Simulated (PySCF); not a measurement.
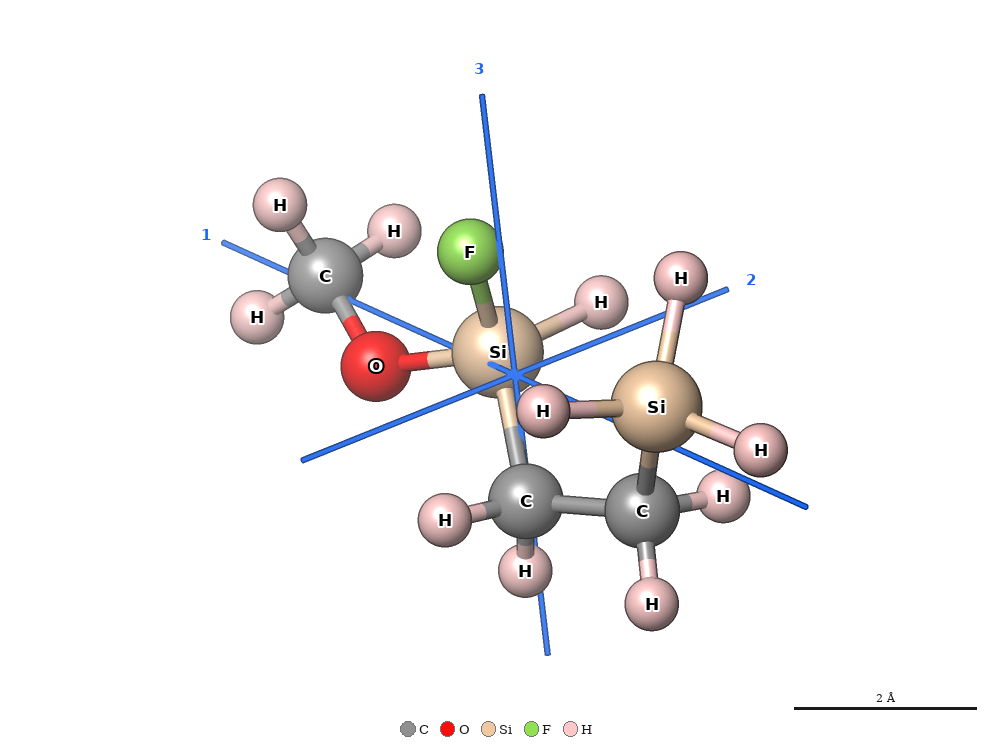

The three principal axes of inertia are drawn and numbered. Distant atoms are faded towards the background colour. The computed structure is the end point of a PBE0-D3(BJ)/def2-SVP optimisation. No frequency run is at hand to confirm it as a minimum. Masses are those of the most abundant isotopes; constants are for the rigid equilibrium geometry.

Which line is the a axis (least moment of inertia), which b and which c?

a is line 1, b is line 3, c is line 2; the moments are 121, 616, 699 u Å².

What kind of rotor is it, and what are its rotational constants in MHz?

An asymmetric top (C1): A = 4188, B = 820, C = 723 MHz. Ray's parameter κ is −0.94, close to the prolate limit.
